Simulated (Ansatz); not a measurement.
**CHClFNSi (SMILES FC1=N[SiH]1Cl) at B3LYP/6-31G(d) (spherical functions)**

What is the vertical ionisation energy of CHClFNSi at B3LYP/6-31G* (spherical functions)? 

The calculation is run with Ansatz 0.2.0.

153 further runs of the same task are left out: 153 set aside as unsound or not needed. Runs told in other sessions of the task aren't counted.

## Step 1: The molecule

The species is CHClFNSi (6 atoms), meant as a singlet with charge 0. SMILES: `FC1=N[SiH]1Cl`. The shape is that of a PBE0-D4/def2-TZVP optimisation.

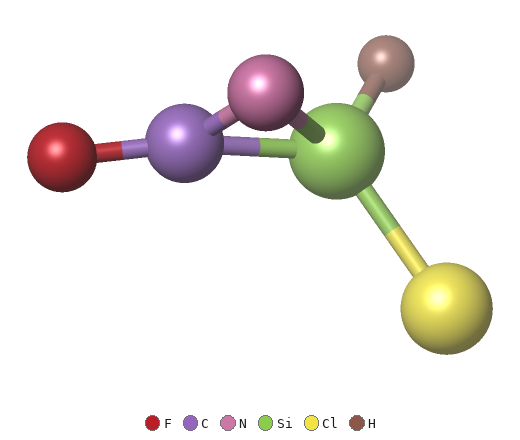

Viewed from a chosen angle; fluorine red, carbon purple, nitrogen pink, silicon green, chlorine yellow, hydrogen brown.

## Step 2: The energy at B3LYP/6-31G(d) (spherical functions)

Input file in.yaml:

```yaml
basis:
  gaussian:
    orbitals: 6-31G_st_-spherical.json
crystal:
  periodic: [false, false, false]
  atoms:
    - {symbol: F, position_ang: [0.158300, -2.281300, -0.638700]}
    - {symbol: C, position_ang: [0.216600, -1.043700, -0.212100]}
    - {symbol: "N", position_ang: [1.240300, -0.391700, 0.161000]}
    - {symbol: Si, position_ang: [-0.233900, 0.593200, 0.234800]}
    - {symbol: Cl, position_ang: [-0.525700, 2.070200, -1.116500]}
    - {symbol: H, position_ang: [-0.813600, 0.989400, 1.525400]}
accuracy: high
output: {orbitals: {seedname: orbitals}}
hamiltonian:
  xc: {name: B3LYP}
```

The basis set 6-31G* is read from a file made from the Basis Set Exchange's data (not shown).

Run with:

```console
$ ansatz run in.yaml --threads 1 --pin off --max-ram 3480MiB --events-out events.jsonl --progress --plain --runs-dir runs
```

The log of the run:

```text
Warning: RAYON_NUM_THREADS=1 ignored (pool sized by the plan → 1); use --threads N
Functional definition: B3LYP
  name "B3LYP"
  parameter a0 = 0.2
  parameter ax = 0.72
  parameter ac = 0.81
  exchange = (1 - a0 - ax)*slater_x + ax*b88_x + a0*exact_x
  correlation = (1 - ac)*vwn_rpa_c + ac*lyp_c
1730 factors; integrals over basis functions are off by at most 8.7e-9 eV
mean field evaluation 1: about -25653.6362 eV, gradient 5.1e1 eV
mean field evaluation 2: about -25631.9793 eV, gradient 1.0e2 eV
mean field evaluation 4: about -25659.1676 eV, gradient 6.2e0 eV
mean field evaluation 8: about -25659.4185 eV, gradient 8.3e-1 eV
mean field evaluation 16: about -25659.4203 eV, gradient 2.5e-4 eV
mean field -25659.42028144 eV, -942.9663027631 hartree, gradient 4.4e-8 eV, S^2 0.000000; 0 other end points of the search recorded, 0 dependent functions left out
reference -25659.42031662 eV, -942.9663040559 hartree; 27, 27 occupied and 53, 53 virtual orbitals, 1730 factors
Total energy: -25659.42031662 eV, -942.9663040559 hartree
```

Run time: 7.5 s. Hardware: 1 thread of Arm Neoverse V1, shared host; peak memory 0.26 GiB.

## Step 3: The doublet cation, same level

Edit in.yaml of step 2 so:

```diff
@@ -1,4 +1 @@
-basis:
-  gaussian:
-    orbitals: 6-31G_st_-spherical.json
 crystal:
@@ -12,5 +9,8 @@
     - {symbol: H, position_ang: [-0.813600, 0.989400, 1.525400]}
+basis:
+  gaussian: {orbitals: 6-31G_st_-spherical.json}
+magnetization: {spin_polarized: true, initial_magnetization: 1}
+output: {orbitals: {seedname: orbitals}}
+total_charge: 1
 accuracy: high
-output: {orbitals: {seedname: orbitals}}
-hamiltonian:
-  xc: {name: B3LYP}
+hamiltonian: {xc: {name: B3LYP}}
```

The basis set 6-31G* is read from a file made from the Basis Set Exchange's data (not shown).

Run with:

```console
$ ansatz run in.yaml --threads 1 --pin off --max-ram 3480MiB --events-out events.jsonl --progress --plain --runs-dir runs
```

The log of the run, shortened:

```text
Warning: RAYON_NUM_THREADS=1 ignored (pool sized by the plan → 1); use --threads N
[... 7 set-up lines as earlier in the session ...]
1729 factors; integrals over basis functions are off by at most 8.7e-9 eV
mean field evaluation 1: about -25635.8084 eV, gradient 5.0e1 eV
mean field evaluation 2: about -25551.8747 eV, gradient 1.2e2 eV
mean field evaluation 4: about -25647.2053 eV, gradient 2.3e1 eV
mean field evaluation 8: about -25649.3992 eV, gradient 8.8e-1 eV
mean field evaluation 16: about -25649.5872 eV, gradient 1.3e-2 eV
mean field evaluation 32: about -25649.5872 eV, gradient 4.3e-7 eV
mean field -25649.58718975 eV, -942.6049433089 hartree, gradient 6.1e-8 eV, S^2 0.754797; 0 other end points of the search recorded, 0 dependent functions left out
reference -25649.58722371 eV, -942.6049445568 hartree; 27, 26 occupied and 53, 54 virtual orbitals, 1729 factors
Total energy: -25649.58722371 eV, -942.6049445568 hartree
```

Wall time 16 s (1 thread of Arm Neoverse V1, shared host); peak memory 0.38 GiB.

## Step 4: Outcome

At B3LYP/6-31G* (spherical functions):

| quantity | value |
| --- | --- |
| singlet CHClFNSi: total energy | -942.96630 Eh |
| singlet CHClFNSi: HOMO energy | -7.31 eV |
| singlet CHClFNSi: LUMO energy | -0.79 eV |
| singlet CHClFNSi: HOMO–LUMO gap | 6.52 eV |
| doublet cation: total energy | -942.60494 Eh |
| doublet cation: HOMO energy (highest over α and β) | -15.05 eV |
| doublet cation: LUMO energy (lowest over α and β) | -12.35 eV |
| doublet cation: ⟨S²⟩ | 0.755 |
| vertical ionisation energy (to the doublet cation) | 9.833 eV |

**Reading.** Removing an electron at fixed nuclei costs 9.83 eV (949 kJ/mol). The negative HOMO energy of the first species, 7.31 eV, lies 2.52 eV below that difference.
